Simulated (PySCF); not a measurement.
Input

```
{"job": {"kind": "nmr", "xc": "PBE0", "basis": "pcSseg-1"}, "charge": 0, "multiplicity": 1}
C     -2.298129    -0.680479    -0.044150
B     -0.784503    -0.198320    -0.007854
C      0.398555    -1.142743    -0.514159
Si     2.081758    -0.266006    -0.304992
Si     1.204990     1.681619     0.557830
N     -0.437759     1.071435     0.471573
H     -2.599452    -0.955256    -1.054048
H     -2.998575     0.073313     0.311867
H     -2.439707    -1.570428     0.567783
H      0.231109    -1.420383    -1.556535
H      0.380350    -2.087983     0.031126
H      2.975674    -1.024693     0.586020
H      2.787374    -0.143232    -1.591642
H      1.437604     2.062956     1.960279
H      1.231352     2.931636    -0.218113
H     -1.178239     1.677510     0.793605
```

Command:

```sh
OMP_NUM_THREADS=1 python probes_run.py task.json out
```

Geometry: GFN2-xTB.

Computed with PBE0/pcSseg-1, SCF density, gas phase, non-relativistic in PySCF 2.14.0.

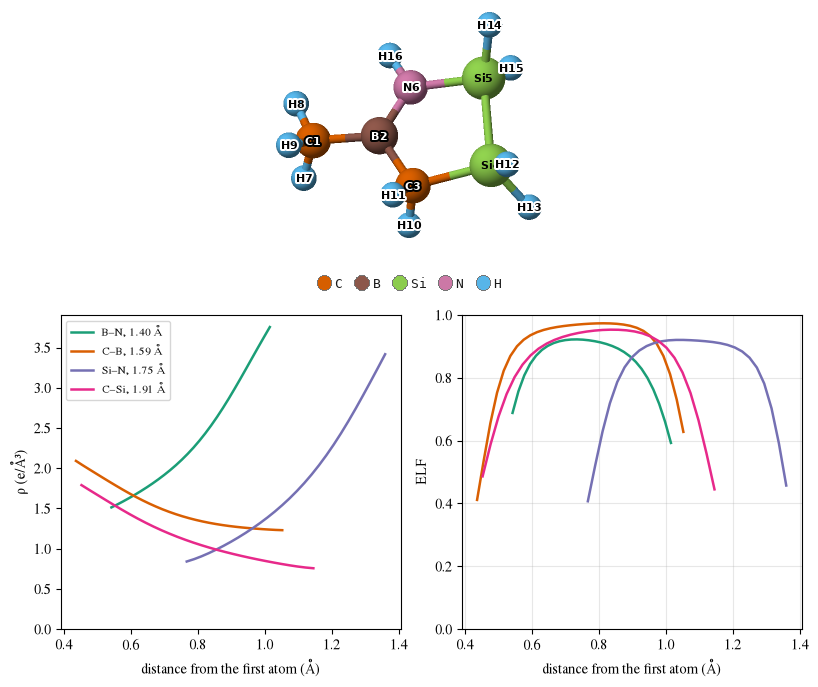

C₂H₁₀BNSi₂ (SMILES CB1C[SiH2][SiH2]N1). Electron density and ELF along straight lines between neighbouring atoms. The curves leave out the atomic cores. The structure is drawn too.

What can be read from the curves?

B–N (1.40 Å): ρ is about 1.9 e/Å³ halfway; the ELF peaks at about 0.90 between the atoms; a polar covalent bond.
C–B (1.59 Å): ρ is about 1.4 e/Å³ halfway; the ELF peaks at about 1 between the atoms: a covalent bond.
Si–N (1.75 Å): the density is about 1 e/Å³ at the midpoint; the ELF peaks at about 0.90 between the atoms (a polar covalent bond).
C–Si (1.91 Å): the density is about 0.89 e/Å³ at the midpoint; the ELF peaks at about 0.95 between the atoms: a covalent bond.
